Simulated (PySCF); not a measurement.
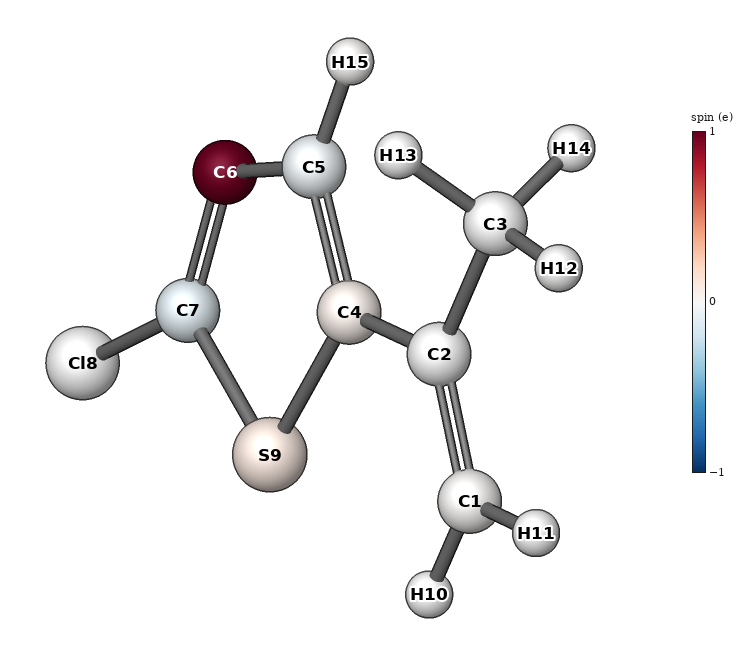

Atoms are coloured by their Mulliken spin populations. Charge 0, doublet. The geometry was computed by an optimisation with GFN2-xTB. No frequency run is at hand to confirm it as a minimum. Level of theory: UKS B3LYP, pcH-1 on C Cl H S, non-relativistic (PySCF 2.14.0).

Question: Which atom carries the largest spin population?

Answer: C6 (0.99 e).

Question: Which atom has the lowest spin population?

Answer: C7 (−0.11 e); a negative value comes from spin polarisation.

Give the Mulliken spin populations atom by atom.

```tsv
atom	value (e)
C1	0.01
C2	0.00
C3	0.00
C4	0.05
C5	−0.05
C6	0.99
C7	−0.11
Cl8	0.01
S9	0.09
H10	0.00
H11	0.00
H12	0.00
H13	0.00
H14	0.00
H15	0.01
```

Mulliken values depend strongly on the basis set.
